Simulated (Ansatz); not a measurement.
System: C$_{2}$H$_{6}$N$_{2}$ (SMILES C1NCN1).

Input

```
crystal:
  periodic: [false, false, false]
  atoms:
    - { symbol: C, position_ang: [-0.94376, -0.24085, -0.0589] }
    - { symbol: "N", position_ang: [-0.21291, 0.95055, -0.47553] }
    - { symbol: C, position_ang: [0.94376, 0.24085, 0.0589] }
    - { symbol: "N", position_ang: [0.21291, -0.95055, 0.47553] }
    - { symbol: H, position_ang: [-1.68868, -0.02639, 0.74218] }
    - { symbol: H, position_ang: [-1.39656, -0.76098, -0.93472] }
    - { symbol: H, position_ang: [-0.45301, 1.73085, 0.18085] }
    - { symbol: H, position_ang: [1.68868, 0.02639, -0.74218] }
    - { symbol: H, position_ang: [1.39656, 0.76098, 0.93472] }
    - { symbol: H, position_ang: [0.45301, -1.73085, -0.18085] }
basis:
  gaussian:
    orbitals: def2-SVP
hamiltonian:
  xc: r2scan0
output:
  orbitals: {}
  forces: true
```

Command:

```sh
python c2h6n2_methods.py
```

Not at a stationary point (largest force 1.9 eV/Å).

These are results of SCF r2SCAN0, Gaussian basis in Ansatz 0.2.0, not measurements.

### What can the converged electron density and electron localisation function tell about the bonding?

C–N (1.46 Å): ρ is about 2 e/Å³ halfway; the ELF peaks at about 0.95 between the atoms (localised, covalent bonding).

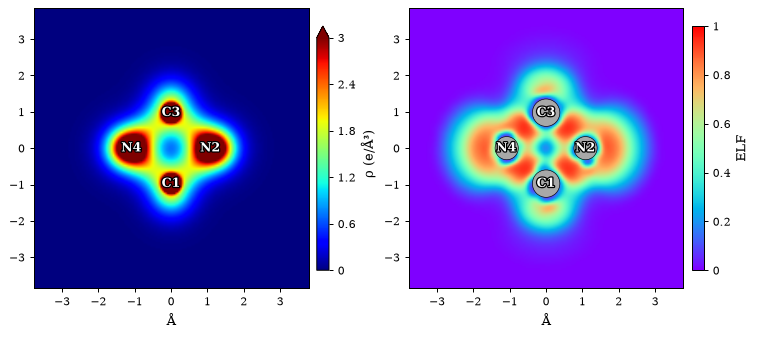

Computed electron density and electron localisation function on the plane of atoms N2, C1 and N4, in this order. Grey discs cover the atomic cores in the ELF map. 
